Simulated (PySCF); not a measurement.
**Cl3HSn, SMILES `Cl[SnH](Cl)Cl`: what the electrons do**

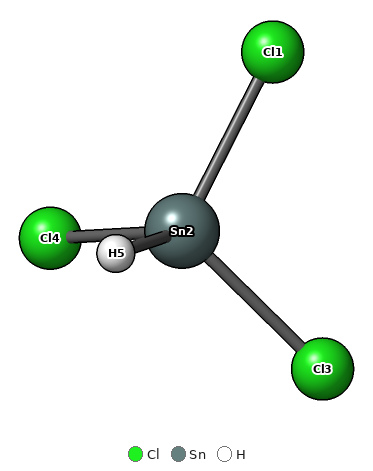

The molecule, with its atoms numbered as below. No frequency check shows the geometry to be a minimum.

Cartesian coordinates (Å):

```
Cl1      0.7219    2.0062   -0.4519
Sn2     -0.0001   -0.0001    0.4180
Cl3      1.3767   -1.6278   -0.4522
Cl4     -2.0984   -0.3778   -0.4522
H5      -0.0003   -0.0022    2.1597
```

### 1. Bonding charge

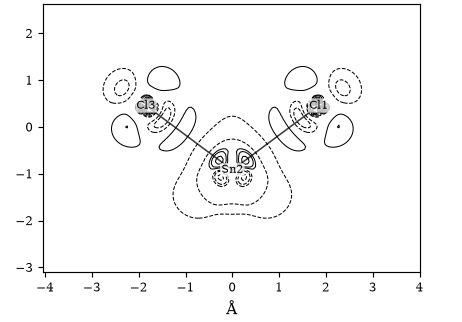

Deformation density (molecule less spherical, spin-averaged free atoms) in the plane of Cl1, Sn2 and Cl3; contours at ±0.05 to ±0.8 e/Å³; solid lines: gain, dashed lines: loss.

Level of theory: B3LYP/def2-SVPD (PySCF), at a geometry from GFN2-xTB. Core potentials replace the inner electrons of Sn; spin–orbit coupling isn't included.

**Describe the bonding that the map shows.**

Sn2–Cl3 and Cl1–Sn2: +0.02 e/Å³ at the bond critical point (bond length 2.30 Å). In all, 1.2 electrons gather in the regions of gain relative to the promolecule. A small or negative value marks a very polar bond, one between electron-rich atoms, whose free-atom densities already overlap strongly, a long bond to a heavier atom, or a closed-shell contact such as a hydrogen bond.

**Where do the Hirshfeld charges lie?**

The highest Hirshfeld charge is on Sn2 (+0.55 e), the lowest on Cl1, Cl3 and Cl4 (−0.17 e).

### 2. Bond critical points

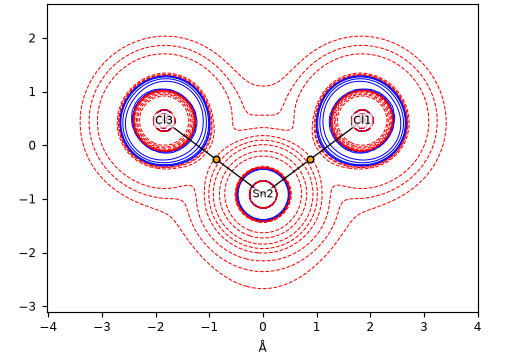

Negative Laplacian of the density (−∇²ρ) in the plane of Cl1, Sn2 and Cl3 (solid blue lines positive, dashed red lines negative, contours at ±0.02 to ±8 a.u.), with bond paths and bond critical points (dots).

**Sort the bonds in the plane by the sign of ∇²ρ at their critical points.**

At none is it concentrated. Depleted (∇²ρ > 0): Sn2–Cl3 and Cl1–Sn2 (+0.23 a.u., H = −0.020).

### 3. Local ionisation energy

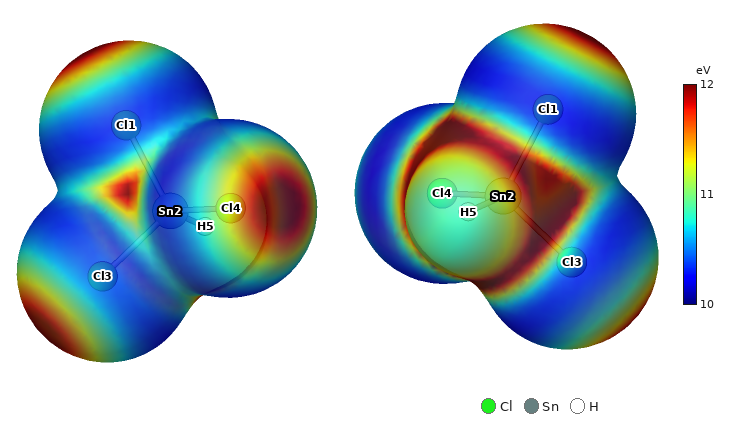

Average local ionisation energy on the surface of electron density 0.001 a.u. (back view left, front view right).

**Locate the minima of the map.**

The lowest value is 10.2 eV, 2.1 Å from Cl4, and at like points elsewhere. For comparison, the highest occupied orbital lies at −9.2 eV.

**What volume does the surface enclose, and what is the dipole moment?**

About 136 Å³; the dipole moment is 2.1 D.

### 4. In an electric field

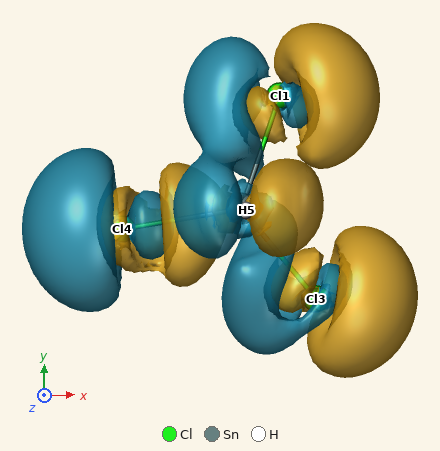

Change of the electron density in a uniform field of 0.21 V/Å, surfaces at ±0.001 e/Å³ (yellow: gain, teal: loss).

Computed with PySCF, B3LYP/def2-SVPD, geometry: GFN2-xTB. Core potentials replace the inner electrons of Sn; spin–orbit coupling isn't included.

The field was applied in both directions; the picture shows the one opposite to the script's first.

**Along which Cartesian direction does the field point?**

Along −x: electrons gather on the +x side, against the field.

**How large is the response?**

The induced dipole is 0.87 D (along the field); α along this axis, from the fields in both directions, is 86 bohr³ (12.7 Å³).

### 5. Removing or adding an electron

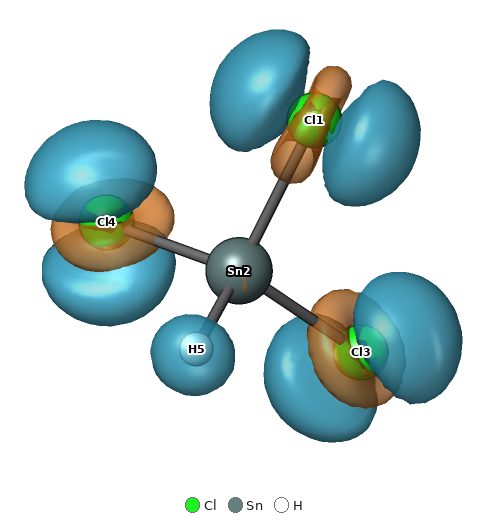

Fukui function f⁻ = ρ(N) − ρ(N−1) at fixed geometry, surfaces at ±0.02 e/Å³ (light blue positive, orange negative).

**On which atoms does the density change most on removal of an electron?**

f⁻ (Hirshfeld-condensed) is largest on Cl1, Cl3 and Cl4 (0.28 each); the vertical ionisation energy is 11.30 eV. Condensed values hint at sites of electrophilic attack but needn't mark the atom that reacts. Orbital relaxation makes it negative in places (0.14 e in all).

| atom | f⁻ | charge |
| --- | --- | --- |
| Cl1 | +0.28 | −0.17 |
| Sn2 | +0.10 | +0.55 |
| Cl3 | +0.28 | −0.17 |
| Cl4 | +0.28 | −0.17 |
| H5 | +0.06 | −0.03 |
